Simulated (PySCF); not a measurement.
SMILES F[Si](F)(O[Si](Cl)(Cl)Cl)F at its PBE0/def2-SVP optimised geometry (Å):

```
9

Si    -1.1586    -2.1522     2.9011
F     -0.5114    -0.9966     3.7833
F     -2.6324    -2.4330     3.4248
F     -0.2928    -3.4736     3.0850
O     -1.2104    -1.7192     1.3436
Si    -0.6721    -0.9555     0.0000
Cl     1.3624    -0.9555     0.0000
Cl    -1.3733    -1.9541    -1.6214
Cl    -1.3624     0.9555     0.0000
```

Computed with PBE0/def2-TZVP run with PySCF. Cells within 0.4 Å of a nucleus heavier than hydrogen are left out (blank, or x).

Map of the log10 of the electron density (e/bohr³), floored at −4 on the plane z = 0.0 Å:

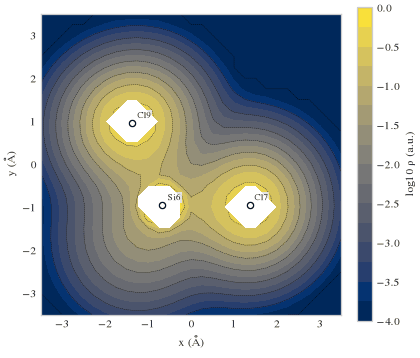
Log10 of the electron density (e/bohr³), floored at −4 on the plane z = 0.0 Å.
